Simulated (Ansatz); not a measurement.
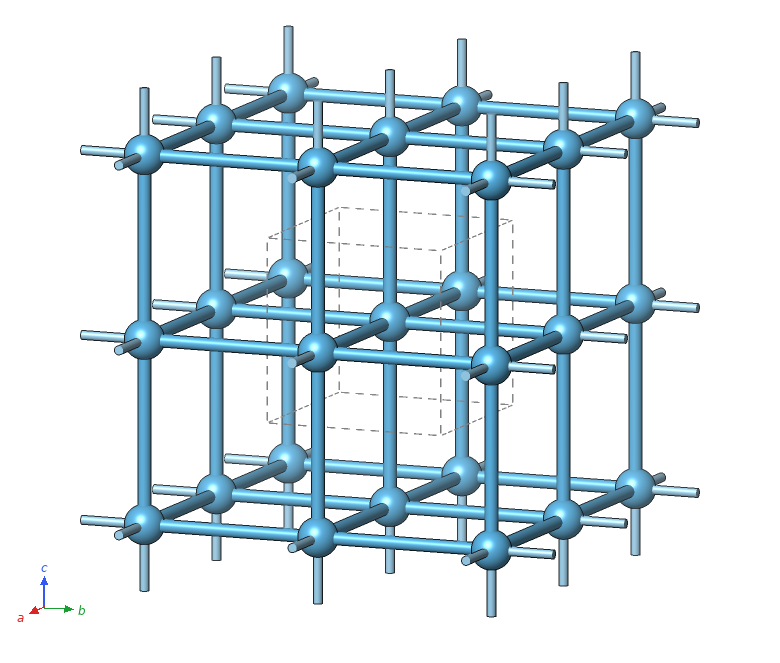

A cut-out of a periodic net derived from a crystal structure. Nodes are coloured by topological kind. Short stubs are edges that leave the cut-out.

Classify the net: periodicity, connectivity, name.

Answer. A uninodal 6-connected, three-periodic net. It is the pcu net, known from NaCl, ReO3 and the B-X framework of perovskite.

Give point symbol and coordination sequence.

Answer. 4¹²·6³, sequence 6, 18, 38, 66, 102.

The net was derived as follows. The compound is Rb₃Li₂ (space group Pm-3m, No. 221), taken as the end point of a relaxation with Ansatz, DFT PBE, scalar-relativistic, plane waves, PAW; the starting structure was generated, so it need not be a known form of this composition. Bonds are taken as Li–Rb below 4 Å. The graph is simplified in the usual way: terminal and isolated atoms are pruned, two-connected atoms become edges. Li(1b) is a 6-connected node. Rb becomes part of the edges. Li(1a) drops out.
